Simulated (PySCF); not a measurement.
Consider C7H7NSi.

Input

```
{"job": {"kind": "nmr", "xc": "PBE0", "basis": "pcSseg-1"}, "charge": 0, "multiplicity": 1}
C      3.674678    -0.452325    -0.402868
C      2.712973    -0.153414     0.243846
C      1.543186     0.215998     1.002084
Si     0.212345     1.002848    -0.116840
C     -1.488248     1.197830     0.696614
C     -2.070266     0.279965    -0.097276
C     -3.395682    -0.175422    -0.100024
N     -4.477464    -0.562126    -0.104282
C     -0.983138    -0.213060    -1.026076
H      4.528412    -0.722217    -0.948389
H      1.146501    -0.670693     1.502098
H      1.836332     0.926560     1.777552
H      0.724965     2.122903    -0.904011
H     -1.969125     1.766207     1.475497
H     -1.201364    -0.003271    -2.071556
H     -0.801704    -1.283355    -0.937779
```

Launched as:

```sh
OMP_NUM_THREADS=1 python probes_run.py task.json out
```

Geometry: GFN2-xTB.

Computed with PBE0/pcSseg-1, SCF density, gas phase, non-relativistic (PySCF).

Question: Predict the electron density and electron localisation function between the atoms.

Answer: C–N (1.15 Å): the density is about 3.6 e/Å³ at the midpoint; the ELF peaks at about 0.90 between the atoms (a short, multiple covalent bond).
C–Si (1.90 Å): ρ is about 0.88 e/Å³ halfway; the ELF peaks at about 0.95 between the atoms: a shared electron pair.
C–H (1.08 Å): ρ is about 2 e/Å³ halfway; the ELF climbs to about 1 towards the hydrogen, as it does in any bond to H; an ordinary covalent bond to hydrogen.
C–C (1.35 Å): ρ at the midpoint is about 2.2 e/Å³; the ELF peaks at about 0.90 between the atoms, as expected for localised, covalent bonding.

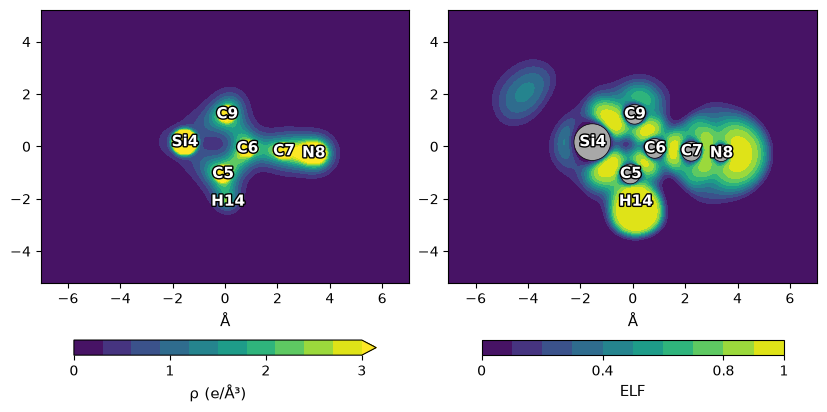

Computed electron density and electron localisation function on the plane of atoms C5, Si4 and C9, in this order. Grey discs cover the atomic cores in the ELF map. 
